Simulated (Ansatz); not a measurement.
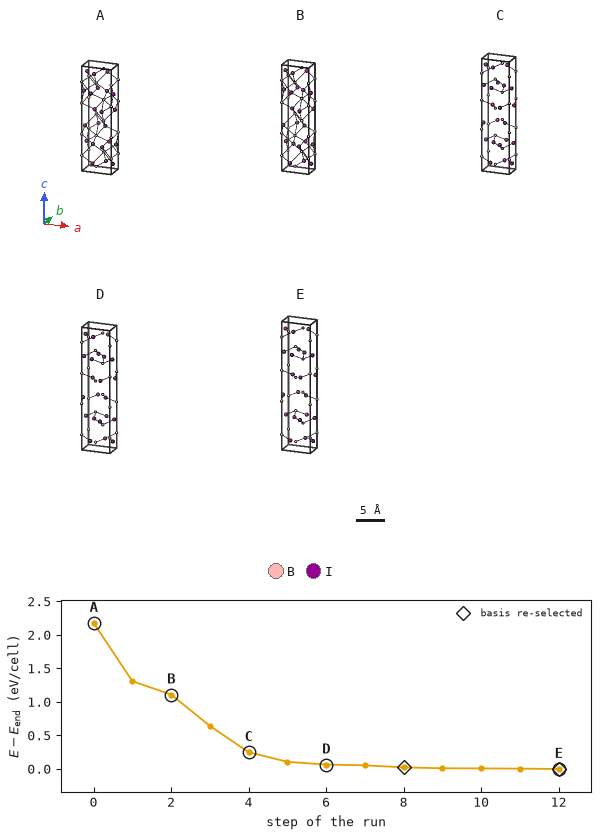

Frames of a relaxation of solid B$_{2}$I$_{3}$ (built on the corundum_167 type) (coarse preliminary run), marked on the history of the run. The picture is a ball-and-stick view of the conventional cell (3 times the calculation's cell), seen slightly off an axis. Lengths and directions refer to the drawn axes.

Case: corundum type (R-3c, No. 167).

The calculation used DFT PBE, scalar-relativistic, plane waves, PAW (Ansatz).

Input file:
```yaml
crystal:
  lattice:
    - [3.5662626668, 2.0589827106, 6.4911336013]
    - [-3.5662626668, 2.0589827106, 6.4911336013]
    - [0.0, -4.1179654214, 6.4911336013]
  atoms:
    - { symbol: B, position: [0.85218, 0.85218, 0.85218] }
    - { symbol: B, position: [0.64782, 0.64782, 0.64782] }
    - { symbol: B, position: [0.14782, 0.14782, 0.14782] }
    - { symbol: B, position: [0.35218, 0.35218, 0.35218] }
    - { symbol: I, position: [0.05625, 0.44375, 0.75] }
    - { symbol: I, position: [0.75, 0.05625, 0.44375] }
    - { symbol: I, position: [0.44375, 0.75, 0.05625] }
    - { symbol: I, position: [0.94375, 0.55625, 0.25] }
    - { symbol: I, position: [0.25, 0.94375, 0.55625] }
    - { symbol: I, position: [0.55625, 0.25, 0.94375] }
basis:
  ecutwfc: 420
kpoints:
  mp_grid: { grid: [3, 3, 3] }
hamiltonian:
  xc: pbe
scf:
  occupations: { method: gaussian, width: 0.1 }
  lower_state_search: "off"
output:
  forces: true
  stress: true
  eigenvalues: true
relax:
  adjacent_minimum: "off"
  f_tol: 0.04
  max_steps: 70
  cell: { stress_tol: 0.4 }
```

Launched with:
```bash
ansatz run input.yaml --threads 1 --pin off --max-ram 2560MiB --backend cpu --events-out ev --progress --plain --runs-dir out
```

Describe the path.

Answer. Over 10 accepted moves (12 points after the start) the energy falls by 2.180 eV per cell of the calculation. The largest force component goes from 0.44 to 0.0043 eV/Å. The pressure goes from −3.23 to 0.00 GPa. The SCF was repeated twice at an unchanged geometry on a basis and grid sized afresh for the cell, which shifted the energy by 30.5 meV per cell of the calculation at most. The largest moves relative to the cell, 0.66 Å, are those of B1, B2, B3 and B4. B4 goes along +c. Largest moves by element: B 0.66 Å, I 0.36 Å. The volume changes by +13.9 %, with a = b 7.133 → 6.879 Å (−3.6 %), c 19.473 → 23.846 Å (+22.5 %). Among the contacts that change: B1–I5 2.955 → 3.956 Å, B1–I10 2.780 → 2.380 Å. Bond angles that change, for instance: B1–I8–B2 120.4° → 131.8°, I8–B1–I9 101.2° → 107.1°. The space group stays R-3c (No. 167). The run took 2.4 min on 1 thread of Arm Neoverse V1 (shared host), peak memory 0.61 GiB. From step 0 to 2: I atoms move most (0.30 Å), volume −16.2 %, energy −1.069 eV per cell of the calculation. From step 2 to 4: B atoms move most (0.33 Å), volume +12.0 %, energy −0.860 eV per cell of the calculation. From step 4 to 6: B atoms move most (0.12 Å), volume +13.9 %, energy −0.185 eV per cell of the calculation. From step 6 to 12: B atoms move most (0.08 Å), volume +6.6 %, energy −65.6 meV per cell of the calculation.
